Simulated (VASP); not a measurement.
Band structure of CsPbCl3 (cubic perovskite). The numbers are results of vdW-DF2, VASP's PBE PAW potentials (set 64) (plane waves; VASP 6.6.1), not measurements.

Unless said otherwise, spin-orbit coupling is left out, though it shifts the bands of the heavy elements here.

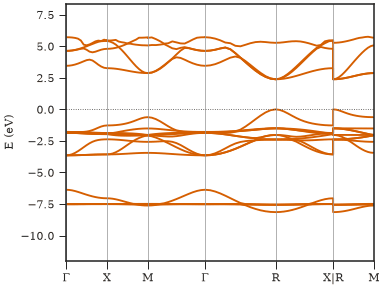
Bands along high-symmetry lines, zero at the valence-band maximum or, without a gap, the Fermi level

### Question
Read the plot: is there a gap, and where are the band edges?

### Answer
The gap is direct, 2.38 eV, from the valence maximum at R to the conduction minimum at R. (Edges off the drawn lines would not show.)

The compound is CsPbCl3 in the cubic perovskite structure, the ideal cubic form; the compound distorts at low or room temperature. It was relaxed first, which changed the volume by +10 %.
